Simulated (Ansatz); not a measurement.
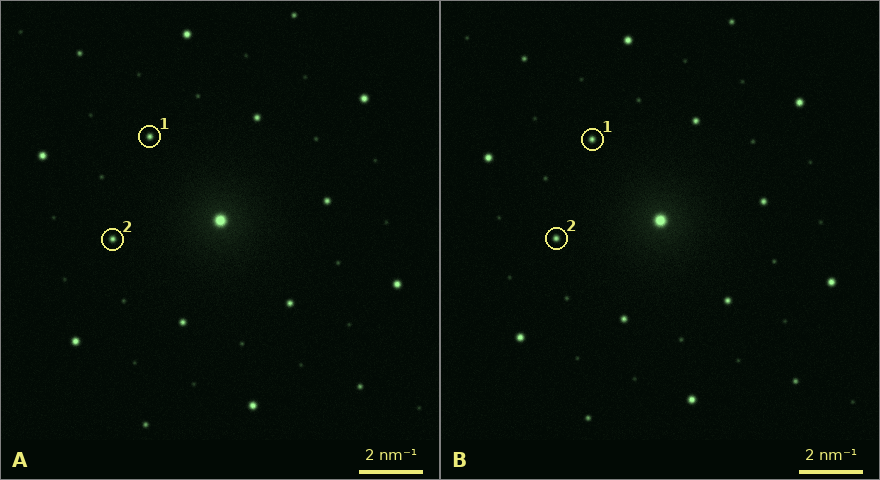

Kinematic electron diffraction patterns (300 kV, B = 0.5 Å², same scale) along [001] of the run's own cell, for the start and the end of one relaxation of Sn3O with DFT PBEsol, scalar-relativistic, plane waves, PAW (Ansatz 0.2.0). k mesh 6×6×6. The start is a generated model structure, and the relaxation ends in the nearest stationary point of its symmetry, not necessarily the ground state. Spot 1 is -2 1 0 and spot 2 is -1 -1 0 in both.

Start structure:

```yaml
crystal:
  lattice:
    - [5.96649, 0.00000, 0.00000]
    - [-2.98324, 5.16713, 0.00000]
    - [0.00000, 0.00000, 5.59869]
  atoms:
    - { symbol: Sn, position: [0.32747, 0.00000, 0.00000] }
    - { symbol: Sn, position: [0.32747, 0.32747, 0.50000] }
    - { symbol: Sn, position: [0.00000, 0.32747, 0.00000] }
    - { symbol: Sn, position: [0.67253, 0.00000, 0.50000] }
    - { symbol: Sn, position: [0.67253, 0.67253, 0.00000] }
    - { symbol: Sn, position: [0.00000, 0.67253, 0.50000] }
    - { symbol: O, position: [0.33333, 0.66667, 0.25000] }
    - { symbol: O, position: [0.66667, 0.33333, 0.75000] }
```

> Which pattern belongs to the start structure, and which to the relaxed one?

B is the start: its cell gives d(1) = 2.983 Å, d(2) = 2.983 Å and an angle of 60.0°. A is the relaxed structure, with d(1) = 2.887 Å (-3.2 %), d(2) = 2.887 Å (-3.2 %) and 60.0°.

> Summarise the relaxation behind the change.

The volume changed by +0.1 % to 21.60 Å³ an atom; the fractional coordinates hardly changed; the space group stayed P6_322 (No. 182); the free energy fell by 2.8 meV an atom. Relaxed cell: a = 5.774 Å, b = 5.774 Å, c = 5.984 Å, α = 90.00°, β = 90.00°, γ = 120.00°.
